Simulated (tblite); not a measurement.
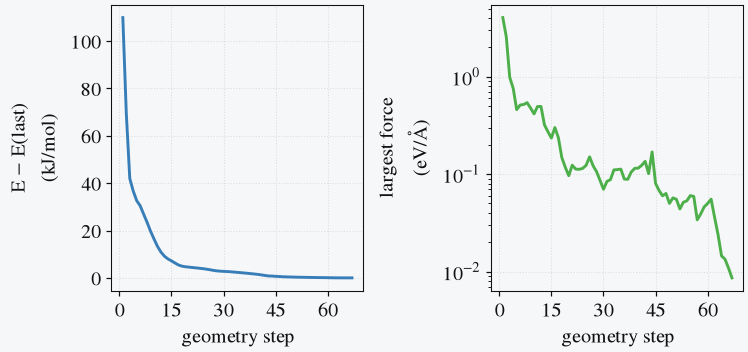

History of a geometry optimisation. C$_{4}$H$_{8}$F$_{3}$P (SMILES CP(C)CC(F)(F)F); tblite 0.8.0, GFN2-xTB geometry optimisation, gas phase.

The optimisation met its thresholds at geometry 67, counting the start as the first. The energy fell by about 110 kJ/mol from the first step to the last. The largest force goes from about 4.1 eV/Å at the start to 9 × 10⁻³ eV/Å at the end.
